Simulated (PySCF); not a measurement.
C4H4O2S (SMILES OCC1=COC1=S)

The calculation's input:

```
{"job": {"kind": "uv", "xc": "B3LYP", "basis": "def2-SVPD", "nstates": 8, "ntriplets": 3}, "charge": 0, "multiplicity": 1}
O     -1.663858    -1.125735    -0.824977
C     -1.120393    -0.504501     0.309159
C      0.239130     0.046525     0.075393
C      1.178857     0.045677    -0.886173
O      2.111258     0.851303    -0.182312
C      1.179558     0.885059     0.852838
S      1.277219     1.605773     2.273202
H     -1.724518    -0.484951    -1.542256
H     -1.077502    -1.279522     1.082531
H     -1.773012     0.302104     0.681019
H      1.378687    -0.339063    -1.864387
```

Launched as:

```sh
OMP_NUM_THREADS=1 python probes_run.py task.json out
```

Geometry: GFN2-xTB.

Computed with PySCF, B3LYP/def2-SVPD, SCF density, gas phase.

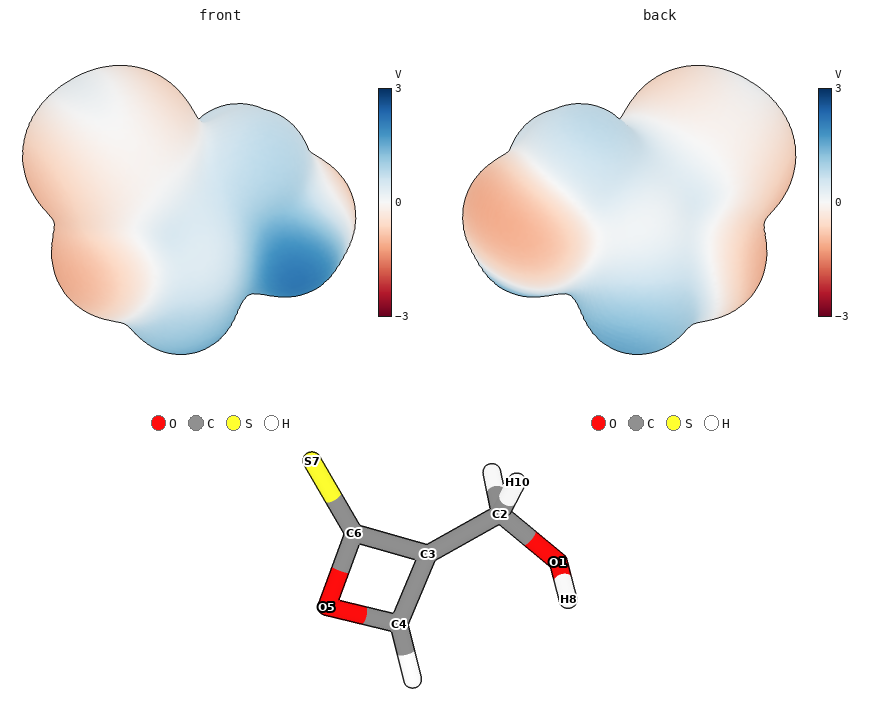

Figure 1. The molecular electrostatic potential painted on the density surface at 0.001 e/bohr³, seen from the front and from behind; the colour scale runs from red (negative) to blue (positive). The bare structure is drawn below in the same view.

**Describe the electrostatic potential map.**

The most negative region (about −1.1 V, or −25 kcal/mol for a unit charge) lies over O1 and O5, the most positive (about +2.1 V, or +48 kcal/mol for a unit charge) over H8.

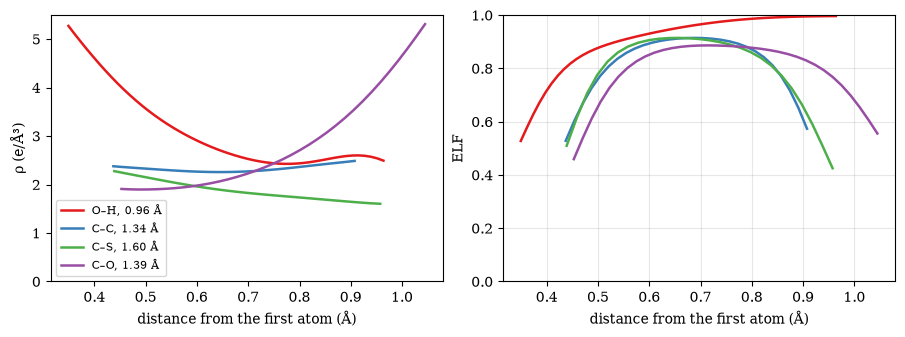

Figure 2. Electron density and electron localisation function along straight lines between neighbouring atoms. The curves leave out the atomic cores.

**What kind of bonding do the profiles show?**

O–H (0.96 Å): the density is about 3.7 e/Å³ at the midpoint; the ELF climbs to about 1 towards the hydrogen, as it does in any bond to H (a covalent bond by its length).
C–C (1.34 Å): ρ is about 2.3 e/Å³ halfway; the ELF peaks at about 0.90 between the atoms (a multiple bond).
C–S (1.60 Å): ρ at the midpoint is about 1.7 e/Å³; the ELF peaks at about 0.90 between the atoms, as expected for a covalent bond.
C–O (1.39 Å): ρ at the midpoint is about 2.2 e/Å³, with its minimum of 1.9 e/Å³ about 0.5 Å from C; the ELF peaks at about 0.90 between the atoms (a polar covalent bond).
